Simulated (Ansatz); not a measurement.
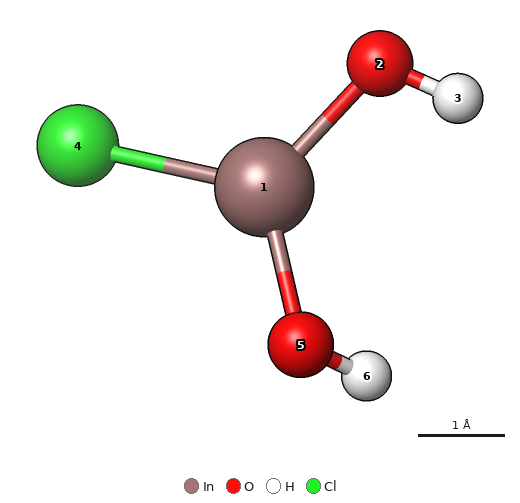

Fig. 1: The structure as given in the input (ball-and-stick view, seen at a tilt; atoms are numbered from 1 in the order of the input). Sticks mark near contacts. Bond lengths as drawn: Cl–In 2.44 Å, H–O 1.01 Å and In–O 1.99 Å.

Geometry relaxation, with input and output: InH2ClO2

System: InH2ClO2.
Method: RKS B3LYP-D4/def2-SVP (Ansatz 0.2.0).

It belongs to a series of runs on one base structure; here: start relaxed. Figures and captions count atoms from 1; the log counts them from 0 in places.

**The program's output**
```
The last accepted step is kept in [file] (removed where the run ends without a failure and the disk answers)
Engine: ansatz 0.2.0, aarch64-unknown-linux-gnu
Functional definition: B3LYP
  parameter a0 = 0.2
  parameter ax = 0.72
  parameter ac = 0.81
  exchange = (1 - a0 - ax)*slater_x + ax*b88_x + a0*exact_x
  correlation = (1 - ac)*vwn_rpa_c + ac*lyp_c
924 factors; integrals over basis functions are off by at most 2.7e-4 eV
mean field evaluation 1: about -21808.0969 eV, gradient 7.7e1 eV
mean field evaluation 2: about -21739.6956 eV, gradient 1.8e2 eV
mean field evaluation 4: about -21818.6382 eV, gradient 2.0e1 eV
mean field evaluation 8: about -21819.4741 eV, gradient 4.4e-1 eV
mean field evaluation 16: about -21819.5009 eV, gradient 1.4e-5 eV
mean field -21819.50086919 eV, -801.8518671539 hartree, gradient 1.4e-5 eV, S^2 0.000000; 0 other end points of the search recorded, 0 dependent functions left out
the calculation of the forces begins
reference -21819.50112397 eV, -801.8518765169 hartree; 28, 28 occupied and 54, 54 virtual orbitals, 924 factors
relax step   1: F+E_penalty+E_count = -21819.68109344 eV  Δ(F+E_penalty+E_count) = +0.000e0 eV  max|allowed force component| = 1.582e0 eV/Å  Δτ_max = 0.0000 Å  (28 SCF iters, accepted)
these checks for a lower state are left out or cut short: starts, cluster_reference, orbital_swaps, neighbouring_geometries, increment
924 factors; integrals over basis functions are off by at most 2.8e-4 eV
mean field -21819.55761292 eV, -801.8539524474 hartree, gradient 7.7e-6 eV, S^2 0.000000; 0 other end points of the search recorded, 0 dependent functions left out
the calculation of the forces begins
reference -21819.55786692 eV, -801.8539617816 hartree; 28, 28 occupied and 54, 54 virtual orbitals, 924 factors
relax step   2: F+E_penalty+E_count = -21819.74140588 eV  Δ(F+E_penalty+E_count) = -6.031e-2 eV  max|allowed force component| = 2.611e0 eV/Å  Δτ_max = 0.1887 Å  (37 SCF iters, accepted)
these checks for a lower state are left out or cut short: starts, cluster_reference, orbital_swaps, neighbouring_geometries, increment
924 factors; integrals over basis functions are off by at most 2.5e-4 eV
mean field evaluation 32: about -21819.6480 eV, gradient 9.0e-6 eV
mean field -21819.64799903 eV, -801.8572740756 hartree, gradient 9.0e-6 eV, S^2 0.000000; 0 other end points of the search recorded, 0 dependent functions left out
the calculation of the forces begins
reference -21819.64825237 eV, -801.8572833858 hartree; 28, 28 occupied and 54, 54 virtual orbitals, 924 factors
relax step   3: F+E_penalty+E_count = -21819.83066170 eV  Δ(F+E_penalty+E_count) = -8.926e-2 eV  max|allowed force component| = 1.494e0 eV/Å  Δτ_max = 0.0405 Å  (32 SCF iters, accepted)
these checks for a lower state are left out or cut short: starts, cluster_reference, orbital_swaps, neighbouring_geometries, increment
924 factors; integrals over basis functions are off by at most 2.0e-4 eV
mean field -21819.69864930 eV, -801.8591354389 hartree, gradient 1.7e-5 eV, S^2 0.000000; 0 other end points of the search recorded, 0 dependent functions left out
the calculation of the forces begins
reference -21819.69890047 eV, -801.8591446692 hartree; 28, 28 occupied and 54, 54 virtual orbitals, 924 factors
relax step   4: F+E_penalty+E_count = -21819.88251327 eV  Δ(F+E_penalty+E_count) = -5.185e-2 eV  max|allowed force component| = 3.393e-1 eV/Å  Δτ_max = 0.1995 Å  (32 SCF iters, accepted)
these checks for a lower state are left out or cut short: starts, cluster_reference, orbital_swaps, neighbouring_geometries, increment
924 factors; integrals over basis functions are off by at most 2.5e-4 eV
mean field -21819.71052065 eV, -801.8595717029 hartree, gradient 7.6e-6 eV, S^2 0.000000; 0 other end points of the search recorded, 0 dependent functions left out
the calculation of the forces begins
reference -21819.71076949 eV, -801.8595808475 hartree; 28, 28 occupied and 54, 54 virtual orbitals, 924 factors
relax step   5: F+E_penalty+E_count = -21819.89442984 eV  Δ(F+E_penalty+E_count) = -1.192e-2 eV  max|allowed force component| = 1.156e-1 eV/Å  Δτ_max = 0.1271 Å  (30 SCF iters, accepted)
these checks for a lower state are left out or cut short: starts, cluster_reference, orbital_swaps, neighbouring_geometries, increment
924 factors; integrals over basis functions are off by at most 2.7e-4 eV
mean field -21819.71271245 eV, -801.8596522499 hartree, gradient 2.3e-5 eV, S^2 0.000000; 0 other end points of the search recorded, 0 dependent functions left out
the calculation of the forces begins
reference -21819.71296108 eV, -801.8596613871 hartree; 28, 28 occupied and 54, 54 virtual orbitals, 924 factors
relax step   6: F+E_penalty+E_count = -21819.89649364 eV  Δ(F+E_penalty+E_count) = -2.064e-3 eV  max|allowed force component| = 1.177e-1 eV/Å  Δτ_max = 0.0266 Å  (28 SCF iters, accepted)
these checks for a lower state are left out or cut short: starts, cluster_reference, orbital_swaps, neighbouring_geometries, increment
924 factors; integrals over basis functions are off by at most 2.8e-4 eV
mean field -21819.71425675 eV, -801.8597090019 hartree, gradient 2.6e-5 eV, S^2 0.000000; 0 other end points of the search recorded, 0 dependent functions left out
the calculation of the forces begins
reference -21819.71450532 eV, -801.8597181368 hartree; 28, 28 occupied and 54, 54 virtual orbitals, 924 factors
relax step   7: F+E_penalty+E_count = -21819.89788828 eV  Δ(F+E_penalty+E_count) = -1.395e-3 eV  max|allowed force component| = 6.806e-2 eV/Å  Δτ_max = 0.0248 Å  (27 SCF iters, accepted)
these checks for a lower state are left out or cut short: starts, cluster_reference, orbital_swaps, neighbouring_geometries, increment
924 factors; integrals over basis functions are off by at most 2.9e-4 eV
mean field evaluation 64: about -21819.7129 eV, gradient 7.9e-3 eV
mean field -21819.71491270 eV, -801.8597331078 hartree, gradient 1.8e-5 eV, S^2 0.000000; 0 other end points of the search recorded, 0 dependent functions left out
the calculation of the forces begins
reference -21819.71516128 eV, -801.8597422429 hartree; 28, 28 occupied and 54, 54 virtual orbitals, 924 factors
relax step   8: F+E_penalty+E_count = -21819.89843552 eV  Δ(F+E_penalty+E_count) = -5.472e-4 eV  max|allowed force component| = 5.107e-3 eV/Å  Δτ_max = 0.0179 Å  (28 SCF iters, accepted)
```

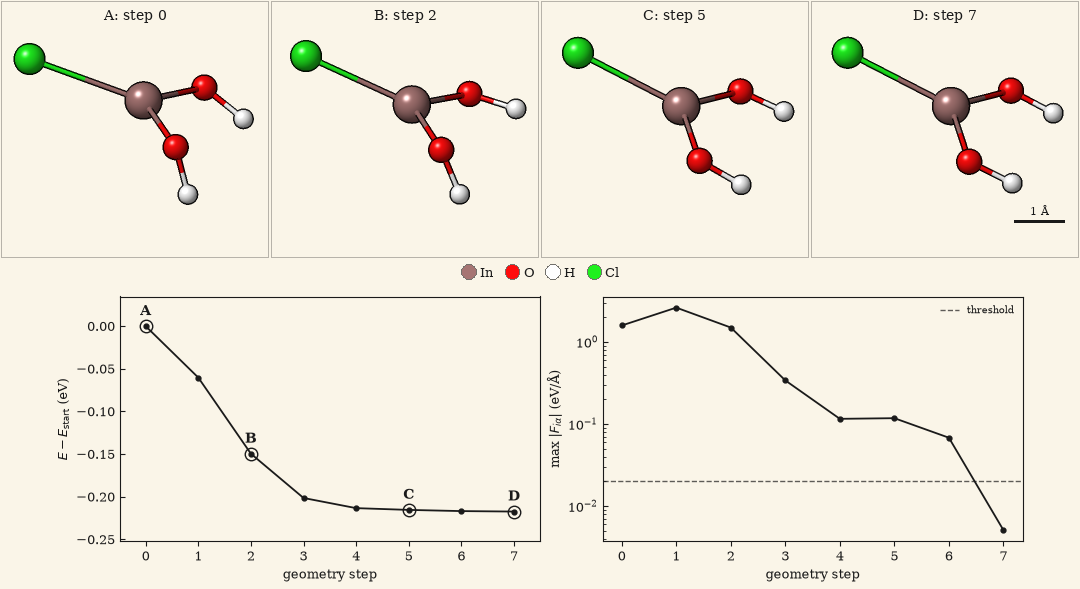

Fig. 2: Frames of the relaxation (ball-and-stick view, seen at a tilt) above the curves, on which the letters mark them (the first geometry is step 0 here and step 1 in the log).

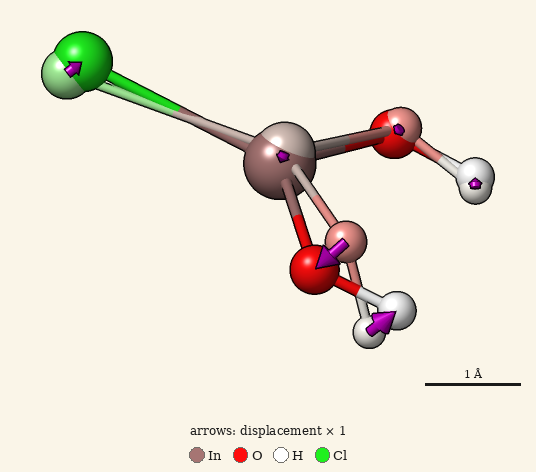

Fig. 3: Start (faint) and end (solid) with the displacements as pink arrows, at true length (ball-and-stick view, seen at a tilt). The two geometries are laid on each other by the best rigid fit. The energy falls by 0.217 eV in 7 geometry steps. Largest force component: 1.6 eV/Å at the start, 0.0051 eV/Å at the end. The largest move after the best rigid fit is that of O5, 0.44 Å. Largest moves by element: O 0.44 Å, H 0.40 Å, Cl 0.21 Å, In 0.13 Å. Among the contacts that change: In1–Cl4 2.440 → 2.339 Å, O2–H3 1.010 → 0.968 Å, In1–O2 1.990 → 2.000 Å. Among the angles that change: O2–In1–O5 120.0° → 127.6°, O2–In1–Cl4 120.0° → 116.2°, In1–O5–H6 109.5° → 112.6°. (Atoms are counted from 1 in the order of the input.)

```
924 factors; integrals over basis functions are off by at most 2.9e-4 eV
mean field -21819.71491270 eV, -801.8597331078 hartree, gradient 1.8e-5 eV, S^2 0.000000; 1 other end points of the search recorded, 0 dependent functions left out
the calculation of the forces begins
reference -21819.71516128 eV, -801.8597422429 hartree; 28, 28 occupied and 54, 54 virtual orbitals, 924 factors
Total energy: -21819.89868410 eV, -801.8664865820 hartree
Atom 0 at    -0.001527    -0.122695    -0.022526 Å, force    -0.002802    -0.000335     0.001651 eV/Å
Atom 1 at     0.043704    -0.090167     1.977130 Å, force     0.000407     0.001518    -0.001052 eV/Å
Atom 2 at    -0.834675    -0.198767     2.370311 Å, force    -0.001653    -0.001899    -0.005107 eV/Å
Atom 3 at     2.049680     0.170680    -1.107019 Å, force    -0.000185    -0.000074     0.000050 eV/Å
Atom 4 at    -1.596612    -0.376879    -1.202686 Å, force     0.000475    -0.001327     0.000487 eV/Å
Atom 5 at    -2.413370    -0.510272    -0.699610 Å, force     0.003758     0.002117     0.003971 eV/Å
Dipole moment:    -0.670849    -0.095821     0.354657 e Å
```

**Trajectory as extended XYZ (Å, eV, eV/Å), 8 frames, from step=1 to step=8**
```
6
Properties=species:S:1:pos:R:3:forces:R:3 step=1 energy=-21819.68109
In    0.0000    0.0000    0.0000    1.1799  -0.0696  -0.5560
O     0.0000    0.0000    1.9900   -1.4489  -0.5665   0.8472
H    -0.9095   -0.2814    2.3271    1.5820   0.5904  -0.5727
Cl    2.1130    0.0000   -1.2200   -0.9696   0.0632   0.5875
O    -1.7233    0.0000   -0.9950   -1.1721  -1.5354   0.0980
H    -2.2330   -0.8467   -0.7865    0.8287   1.5179  -0.4041
6
Properties=species:S:1:pos:R:3:forces:R:3 step=2 energy=-21819.74141
In    0.0066   -0.0904   -0.0036   -0.5797  -0.0161   0.2566
O     0.0933   -0.1537    1.9992   -2.6109   0.1198   0.8832
H    -0.8780   -0.0985    2.3612    2.5697  -0.1362  -0.8679
Cl    2.0039    0.0806   -1.1320    0.5515   0.0571  -0.3116
O    -1.7042   -0.0467   -1.0620   -0.3158  -0.6257   0.1808
H    -2.2744   -0.8195   -0.8472    0.3854   0.6011  -0.1411
6
Properties=species:S:1:pos:R:3:forces:R:3 step=3 energy=-21819.83066
In    0.0025   -0.0934   -0.0060   -0.0708   0.0084   0.0362
O     0.0632   -0.1805    1.9964   -1.4810   0.1516   0.5244
H    -0.8663   -0.0799    2.3665    1.4943  -0.1611  -0.5619
Cl    2.0382    0.0983   -1.1442    0.0130   0.0115   0.0023
O    -1.6965   -0.0667   -1.0768   -0.3827  -0.6020   0.1669
H    -2.2939   -0.8060   -0.8202    0.4271   0.5915  -0.1679
6
Properties=species:S:1:pos:R:3:forces:R:3 step=4 energy=-21819.88251
In   -0.0383   -0.1121   -0.0118    0.2304   0.0096  -0.2366
O     0.0601   -0.2259    1.9666   -0.0307   0.0181   0.3393
H    -0.7873   -0.0484    2.4014    0.0121  -0.0335  -0.0147
Cl    2.0355    0.1585   -1.0762   -0.0699   0.0027   0.0115
O    -1.6390   -0.2197   -1.1912   -0.2161  -0.0792  -0.0807
H    -2.3838   -0.6806   -0.7732    0.0742   0.0822  -0.0187
6
Properties=species:S:1:pos:R:3:forces:R:3 step=5 energy=-21819.89443
In   -0.0060   -0.1210   -0.0210   -0.1156  -0.0186   0.0640
O     0.0520   -0.1274    1.9789    0.0134   0.0081   0.0347
H    -0.8182   -0.1535    2.4047    0.0209  -0.0076  -0.1004
Cl    2.0459    0.1698   -1.1027    0.0063   0.0025  -0.0056
O    -1.6046   -0.3317   -1.2054   -0.0279  -0.0156  -0.0302
H    -2.4219   -0.5643   -0.7388    0.1028   0.0312   0.0374
6
Properties=species:S:1:pos:R:3:forces:R:3 step=6 energy=-21819.89649
In   -0.0062   -0.1227   -0.0205   -0.0889  -0.0135   0.0466
O     0.0509   -0.1121    1.9800    0.0616   0.0101  -0.0227
H    -0.8212   -0.1708    2.3952   -0.0441  -0.0096  -0.0385
Cl    2.0449    0.1720   -1.1030    0.0070   0.0012  -0.0055
O    -1.6010   -0.3548   -1.2071    0.1177   0.0211  -0.0768
H    -2.4201   -0.5397   -0.7290   -0.0533  -0.0094   0.0969
6
Properties=species:S:1:pos:R:3:forces:R:3 step=7 energy=-21819.89789
In   -0.0016   -0.1230   -0.0226   -0.0497  -0.0063   0.0256
O     0.0456   -0.1031    1.9776    0.0401   0.0078  -0.0123
H    -0.8314   -0.1837    2.3790   -0.0290  -0.0074  -0.0178
Cl    2.0490    0.1723   -1.1061    0.0054   0.0003  -0.0036
O    -1.5990   -0.3655   -1.2027    0.0681   0.0098  -0.0478
H    -2.4154   -0.5251   -0.7095   -0.0348  -0.0043   0.0559
6
Properties=species:S:1:pos:R:3:forces:R:3 step=8 energy=-21819.89844
In   -0.0015   -0.1227   -0.0225   -0.0028  -0.0003   0.0017
O     0.0437   -0.0902    1.9771    0.0004   0.0015  -0.0011
H    -0.8347   -0.1988    2.3703   -0.0017  -0.0019  -0.0051
Cl    2.0497    0.1707   -1.1070   -0.0002  -0.0001   0.0001
O    -1.5966   -0.3769   -1.2027    0.0005  -0.0013   0.0005
H    -2.4134   -0.5103   -0.6996    0.0038   0.0021   0.0040
```

The run was set up as follows.

**Input**
```yaml
crystal:
  periodic: [false, false, false]
  atoms:
    - { symbol: In, position_ang: [0.0, 0.0, 0.0] }
    - { symbol: O, position_ang: [0.0, 0.0, 1.99] }
    - { symbol: H, position_ang: [-0.9095, -0.2814, 2.3271] }
    - { symbol: Cl, position_ang: [2.113, 0.0, -1.22] }
    - { symbol: O, position_ang: [-1.7233, 0.0, -0.995] }
    - { symbol: H, position_ang: [-2.233, -0.8467, -0.7865] }
basis:
  gaussian: { orbitals: def2-SVP }
hamiltonian:
  xc: b3lyp
  dispersion: d4
relax:
  f_tol: 0.02
  max_steps: 40
```

Run as:
```bash
ansatz run input.yaml --threads 2 --pin off --max-ram 3072MiB --backend cpu --events-out ev --progress --plain --runs-dir out
```

**Results in brief**

- outcome: converged
- total energy: −21819.8987 eV
- mean-field energy: −21819.7152 eV
- largest force (length of the vector) at the end: 0.006 eV/Å
- hardware: 2 threads of Arm Neoverse V1, 24 GiB of memory available, shared host
- wall time: 20 s (CPU time 37 s)
- peak memory: 0.18 GiB
